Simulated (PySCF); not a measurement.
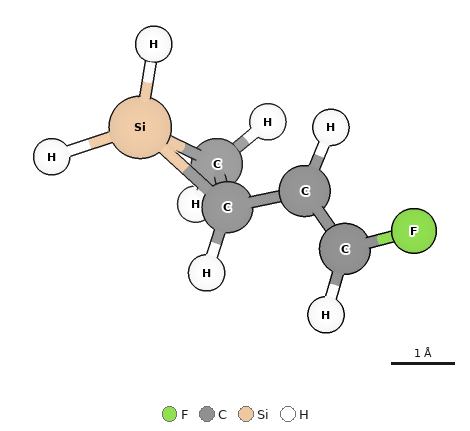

Fig. 1: The input geometry (ball-and-stick view, seen at a tilt). Bond lengths as drawn: C–C 1.33 to 1.54 Å, C–F 1.33 Å, C–H 1.09 to 1.10 Å, C–Si 1.86 to 1.89 Å and H–Si 1.48 Å.

**Excited-state calculation of C4H7FSi**

System: C4H7FSi.
Method: TDDFT PBE0/def2-TZVPD, vertical, gas phase, core orbitals frozen in the response (PySCF 2.14.0).

The geometry comes from this level: PBE0-D3(BJ)/def2-SVP.

The program's output:
```
coarse grid: 11400 points
cycle   1  E = -545.5479666872  dE =  6.807e-01  |g| = 5.380e-01  |ddm| = 4.376e+00
cycle   2  E = -545.4792328683  dE =  6.873e-02  |g| = 7.685e-01  |ddm| = 1.590e+00
cycle   3  E = -545.6073716676  dE = -1.281e-01  |g| = 8.876e-02  |ddm| = 8.448e-01
cycle   4  E = -545.6088827059  dE = -1.511e-03  |g| = 5.162e-02  |ddm| = 1.491e-01
cycle   5  E = -545.6094320272  dE = -5.493e-04  |g| = 1.168e-02  |ddm| = 5.129e-02
cycle   6  E = -545.6094575014  dE = -2.547e-05  |g| = 3.674e-03  |ddm| = 1.660e-02
cycle   7  E = -545.6094605907  dE = -3.089e-06  |g| = 4.896e-04  |ddm| = 5.123e-03
final grid: 105968 points
cycle   8  E = -545.6028166393  dE = -5.723e-05  |g| = 6.866e-03  |ddm| = 3.658e-01
cycle   9  E = -545.6028048723  dE =  1.177e-05  |g| = 9.475e-03  |ddm| = 2.647e-02
cycle  10  E = -545.6028281003  dE = -2.323e-05  |g| = 1.368e-03  |ddm| = 1.255e-02
cycle  11  E = -545.6028284972  dE = -3.969e-07  |g| = 4.015e-04  |ddm| = 1.978e-03
cycle  12  E = -545.6028285328  dE = -3.563e-08  |g| = 1.324e-04  |ddm| = 7.305e-04
cycle  13  E = -545.6028285370  dE = -4.219e-09  |g| = 2.806e-05  |ddm| = 2.073e-04
cycle  14  E = -545.6028285372  dE = -2.003e-10  |g| = 6.221e-06  |ddm| = 6.778e-05
```

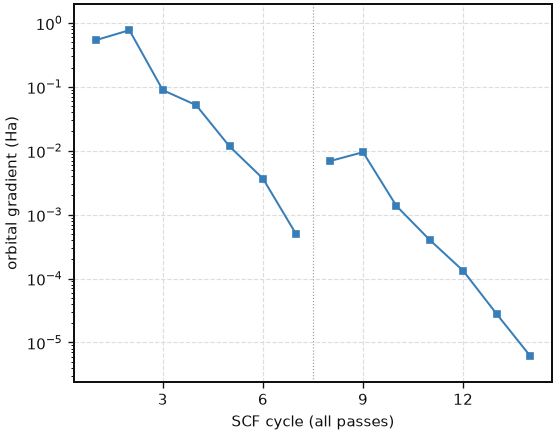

Fig. 2: Convergence of the self-consistent field: orbital gradient against the SCF cycle. The dotted line marks the change from a coarse to the final integration grid. The first 7 cycles use a coarse grid, the final grid takes over at cycle 8, and the field converges after 14 cycles in all.

```
converged SCF energy = -545.6028285372

Static polarisability (au): isotropic 81.852, principal 66.701 69.810 109.044

Singlet excitations
state   eV       nm        f      main configurations
  1   5.2601    235.7   0.14548   H->L 0.92
  2   5.6071    221.1   0.00365   H->L+2 0.79, H->L+1 0.14
  3   5.8241    212.9   0.16546   H->L+1 0.52, H->L+3 0.14, H->L+2 0.14
  4   5.8878    210.6   0.04098   H->L+3 0.64, H->L+1 0.22, H->L+4 0.10
  5   6.1126    202.8   0.00603   H->L+4 0.75, H->L+3 0.14
  6   6.2640    197.9   0.03409   H->L+5 0.78, H-1->L 0.14
  7   6.4312    192.8   0.02484   H-1->L 0.67, H->L+5 0.14, H->L+6 0.09
  8   6.6761    185.7   0.00602   H->L+6 0.72, H-1->L 0.08
  9   6.8187    181.8   0.00542   H-1->L+2 0.72, H-1->L+1 0.10
 10   6.8986    179.7   0.08024   H-1->L+1 0.58, H->L+7 0.30

Triplet excitations (Tamm-Dancoff, eV): 3.8723 4.5150 5.4702 5.6283
```

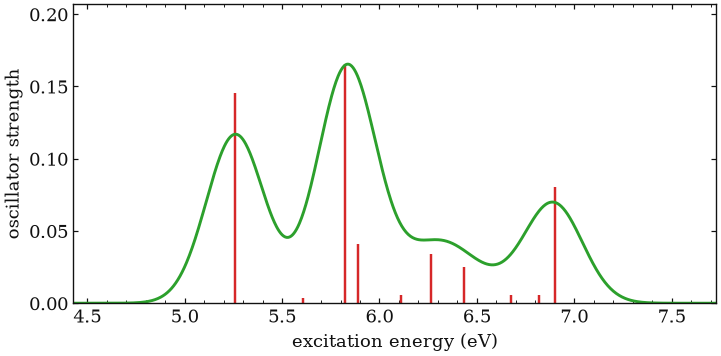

Fig. 3: Computed excitations as sticks (degenerate states added up, dark ones marked on the axis), with a Gaussian envelope of 0.35 eV full width at half maximum, scaled to the tallest. Of the 10 states the lowest lies at 5.26 eV (f = 0.145); the strongest line is at 5.82 eV, or 213 nm (f = 0.165).

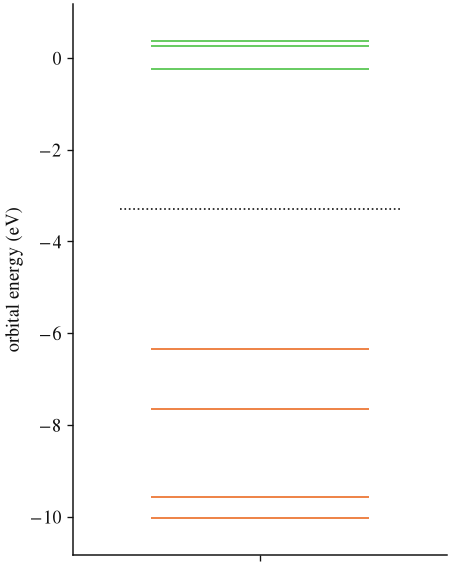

Fig. 4: Orbital energies near the frontier; the dotted line parts filled from empty levels, and levels within 0.02 eV of each other stand side by side. Highest filled −6.35 eV, lowest empty −0.23 eV, 6.12 eV apart.

The run was set up as follows.

Input:
```
{"job": {"kind": "uv", "xc": "PBE0", "basis": "def2-TZVPD"}, "charge": 0, "multiplicity": 1}
F      3.243391     0.562492    -1.070121
C      2.273089     0.430959    -0.163871
C      1.024186     0.118924    -0.504743
C     -0.088661    -0.014081     0.451636
C     -1.128831    -1.131922     0.225801
Si    -1.829382     0.576223     0.033675
H      2.619366     0.613102     0.858555
H      0.818826    -0.041661    -1.569400
H      0.204918     0.122007     1.500219
H     -1.394295    -1.731806     1.102797
H     -0.981435    -1.745497    -0.670255
H     -2.082517     1.090035    -1.334945
H     -2.677726     1.149401     1.108136
```

The first line tells a small driver script what to run in PySCF; the rest is the geometry in Å.

Command:
```bash
OMP_NUM_THREADS=1 python <driver script> task.json out
```

Key numbers:

- outcome: converged
- total energy: −545.602829 hartree
- HOMO: −6.35 eV
- LUMO: −0.23 eV
- dipole moment: 1.96 D
- mean polarisability: 81.85 a.u.
- lowest singlet excitation: 5.26 eV
- hardware: 1 CPU thread, shared host
- wall time: 57 s
- peak memory: 1.1 GiB
